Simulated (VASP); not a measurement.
Band structure of CdF2 (fluorite). Calculation: PBE GGA, VASP's PBE PAW potentials (set 64) (plane waves; VASP).

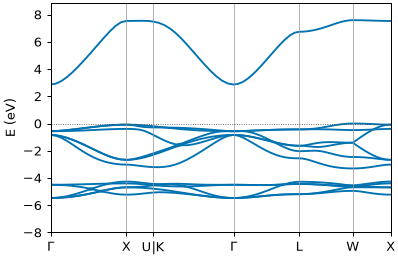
Figure. Bands along high-symmetry lines, zero at the valence-band maximum or, without a gap, the Fermi level

Task: Read the plot: is there a gap, and where are the band edges?

Result: The gap is indirect, 2.86 eV, from the valence maximum at W to the conduction minimum at Γ. (Edges off the drawn lines would not show.)

Measured: gap 7.80 eV (computed value off by -4.94 eV), as given by Giancarlo Cappellini et al., Physical Review B (2013), arXiv:1302.2571.

The compound is CdF2 in the fluorite structure. It was relaxed first, which changed the volume by +6 %.
